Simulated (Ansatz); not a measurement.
**Cl3GaH3N: density, localisation and related maps**

Input file:

```
crystal:
  periodic: [false, false, false]
  atoms:
    - {symbol: Cl, position_ang: [1.991979, -1.499529, -0.601684]}
    - {symbol: Cl, position_ang: [-0.552517, 0.412570, -2.458291]}
    - {symbol: Cl, position_ang: [1.477022, 2.075504, 0.129037]}
    - {symbol: Ga, position_ang: [0.708830, 0.237273, -0.710986]}
    - {symbol: N, position_ang: [-0.703182, -0.257599, 0.714719]}
    - {symbol: H, position_ang: [-0.714831, 0.444723, 1.456538]}
    - {symbol: H, position_ang: [-1.630957, -0.303029, 0.289440]}
    - {symbol: H, position_ang: [-0.484143, -1.167012, 1.125429]}
basis:
  gaussian: {orbitals: def2-TZVPD}
hamiltonian: {xc: {name: PBE0}}
output: {forces: true, orbitals: {seedname: orbitals}}
```

Launched as:

```sh
ansatz run input.yaml --threads 2 --pin off --max-ram 5220MiB --events-out events.jsonl --progress --plain --runs-dir runs
```

Geometry: PBE0-D4/def2-SVP.

The calculation used Ansatz, isolated molecule in a Gaussian basis; Kohn-Sham density functional theory, functional PBE0.

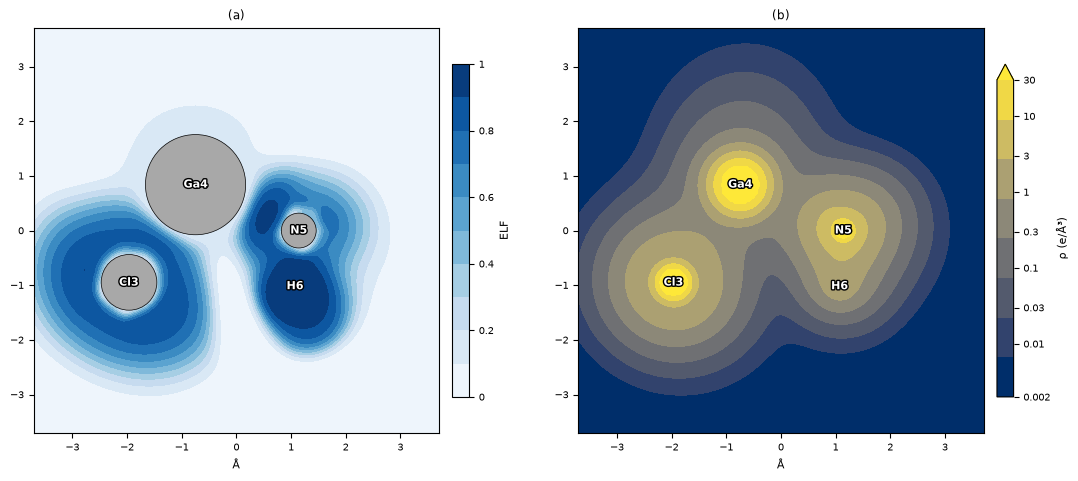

Figure 1. (a) ELF; (b) electron density on the plane of atoms Cl3, Ga4 and N5. Grey discs cover the atomic cores in the ELF map.

### What do the fields say about this system?

- Atoms in the plane: Cl, Ga, N and H.
- Ga–N (2.07 Å): the density is about 0.56 e/Å³ at the midpoint; the ELF peaks at about 0.95 in the valence shell of N, 0.6 Å from its nucleus, and is about 0.35 at the midpoint.
- Ga–Cl (2.16 Å): ρ at the midpoint is about 0.71 e/Å³; the ELF peaks at about 0.85 in the valence shell of Cl, 0.8 Å from its nucleus, and is about 0.60 at the midpoint.
- N–H (1.02 Å): the density is about 2.9 e/Å³ at the midpoint; the ELF climbs to about 1 towards the hydrogen, as it does in any bond to H: a covalent bond by its length.
- The ELF also peaks beside Cl3, away from the bonds: lone-pair regions.

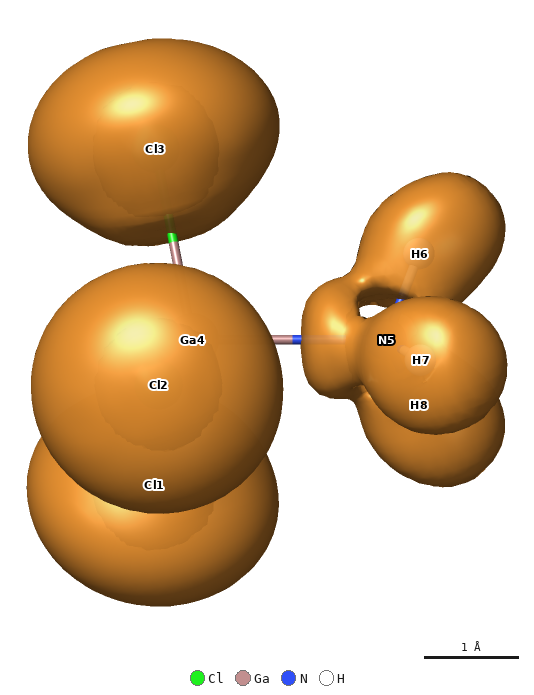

Figure 2. Isosurface of the electron localisation function at 0.75 (orange), seen across its widest extent. Core shells and regions of very low density are left out.

### What do the ELF domains correspond to?

The ELF exceeds this value in three regions wrapped around Cl (the valence shell of each) and one joined region spread over several atoms (H, N), in which their bonds and any lone pairs are merged.

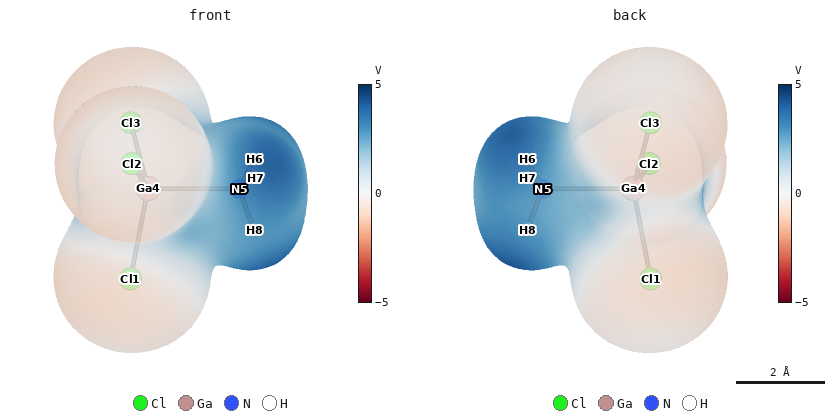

Figure 3. The electrostatic potential painted on the density surface at 0.004 e/bohr³, seen from the front and from behind; the colour scale runs from red (negative) to blue (positive).

### Describe the electrostatic potential map.

The most negative region (about −0.8 V) lies over Cl1, Cl2 and Cl3, the most positive (about +4.2 V) over H6, H7 and H8.

### How polar is the molecule by this calculation?

Its dipole moment is 6.02 D.
